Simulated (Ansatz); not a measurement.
Consider TaAl3O.

Input

```
crystal:
  lattice:
    - [5.5944338465, 0.0, 0.0]
    - [-2.7972169232, 4.8449218308, 0.0]
    - [0.0, 0.0, 3.8638981708]
  atoms:
    - { symbol: Ta, position: [0.0, 0.0, 0.5] }
    - { symbol: Al, position: [0.5, 0.0, 0.5] }
    - { symbol: Al, position: [0.0, 0.5, 0.5] }
    - { symbol: Al, position: [0.5, 0.5, 0.5] }
    - { symbol: O, position: [0.0, 0.0, 0.0] }
basis:
  ecutwfc: 420
kpoints:
  mp_grid: { grid: [12, 12, 10] }
hamiltonian:
  xc: pbe
scf:
  occupations: { method: gaussian, width: 0.1 }
output:
  forces: true
  stress: true
  eigenvalues: true
  write_density: true
  write_potential: true
  elf: true
  volumetric_format: npy
relax:
  adjacent_minimum: "off"
  f_tol: 0.01
  max_steps: 80
  cell: { stress_tol: 0.05 }
```

Launched as:

```sh
ansatz run input.yaml --threads 1 --pin off --max-ram 2560MiB --backend cpu --events-out ev --progress --plain --runs-dir out
```

Below, planes, directions and counts refer to the conventional cell (a = 5.61 Å, b = 5.61 Å, c = 3.85 Å, α = 90.00°, β = 90.00°, γ = 120.00°).

The fields are those of the run's last geometry, not of the input's.

Space group P6/mmm; a structure generated by program, which may or may not match a known phase.

The calculation used Ansatz 0.2.0, DFT PBE, scalar-relativistic, plane waves, PAW.

What can the converged valence pseudo-density and electron localisation function tell about the bonding?

Answer. Ta–O (1.92 Å): the density is about 1 e/Å³ at the midpoint; the ELF peaks at about 0.85 in the valence shell of O, 0.6 Å from its nucleus, and drops to about 0.20 between the two atoms (no shared electron pair shows on this line).

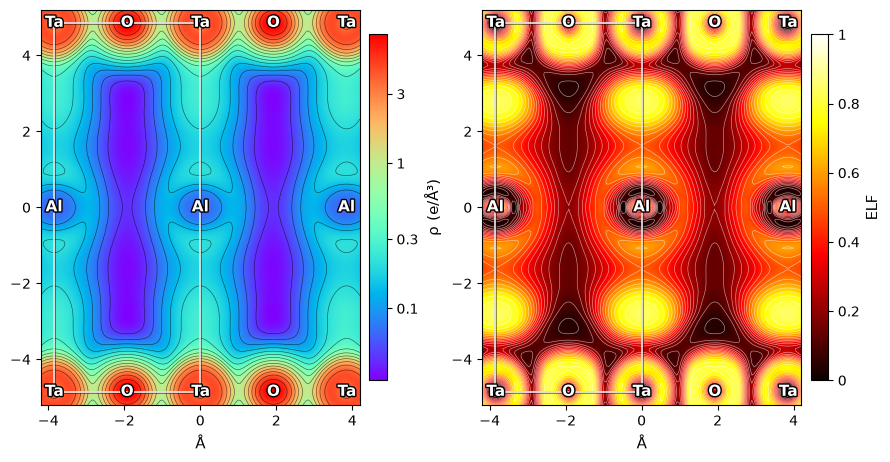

Computed valence pseudo-density and electron localisation function on the (110) plane of the conventional cell, in this order. 

In a PAW calculation such maps are meaningful between the atoms, not at the nuclei.
